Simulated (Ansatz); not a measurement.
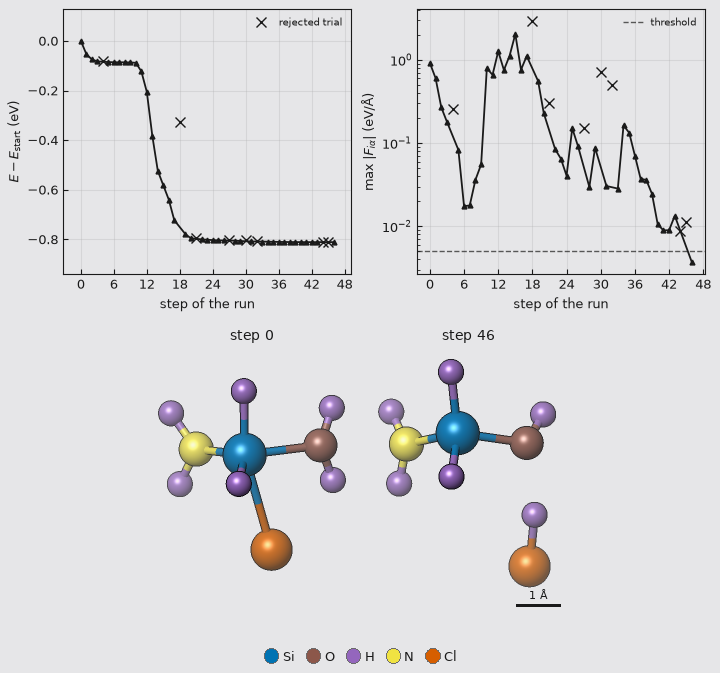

First and last geometry of a relaxation of SiNH₆OCl (started from a transition state, displaced along its imaginary mode), with the history of the run. Style: ball-and-stick. Shown at a tilt.

Level of theory: RKS PBE0-D4/def2-TZVP in Ansatz 0.2.0.

The input:
```yaml
crystal:
  periodic: [false, false, false]
  atoms:
    - {symbol: Si, position_ang: [0.029332, -0.607060, -0.175469]}
    - {symbol: O, position_ang: [1.057991, 0.105874, 1.156193]}
    - {symbol: H, position_ang: [0.731095, -1.668584, -0.926724]}
    - {symbol: H, position_ang: [-0.692832, -1.429370, 0.881015]}
    - {symbol: N, position_ang: [-1.293941, 0.368507, -0.628344]}
    - {symbol: H, position_ang: [1.560511, 0.894265, 0.791712]}
    - {symbol: Cl, position_ang: [1.478450, 0.943103, -1.347151]}
    - {symbol: H, position_ang: [0.638557, 0.255182, 2.024199]}
    - {symbol: H, position_ang: [-1.281647, 1.033856, -1.419536]}
    - {symbol: H, position_ang: [-2.227616, 0.104327, -0.355796]}
basis:
  gaussian: {orbitals: def2-TZVP}
hamiltonian: {xc: pbe0, dispersion: d4}
relax: {f_tol: 0.005, max_steps: 200}
```

Launched with:
```bash
ansatz run in.yaml --threads 4 --pin off --events-out ev --progress --plain --max-ram 9574MiB
```

### What do the curves and the structures tell?

It converged. The atom that moves furthest after the best rigid fit is Cl7 (1.26 Å). Largest moves by element: Cl 1.26 Å, H 0.86 Å, Si 0.53 Å, N 0.29 Å, O 0.29 Å. Near-neighbour distances that change, for instance: Si1–Cl7 2.424 → 3.883 Å, H6–Cl7 2.141 → 1.306 Å, O2–H6 1.003 → 1.806 Å, Si1–O2 1.827 → 1.672 Å. New bonds form, among them: H6–Cl7 (2.14 → 1.31 Å). Bonds break, among them: O2–H6 (1.00 → 1.81 Å), Si1–Cl7 (2.42 → 3.88 Å). Bond angles that change, for instance: H3–Si1–N5 130.1° → 110.1°, O2–Si1–H4 88.4° → 108.3°, H3–Si1–H4 101.0° → 114.2°. The energy falls by 0.811 eV in 38 accepted moves (46 points after the start). Largest force component: 0.92 eV/Å at the start, 0.0037 eV/Å at the end. The line search rejected the trial steps at points 4, 18, 21, 27, 30, 32, 44, 45 of the run. Cost: 100 s on 4 threads of Arm Neoverse V2, with other jobs on the host.
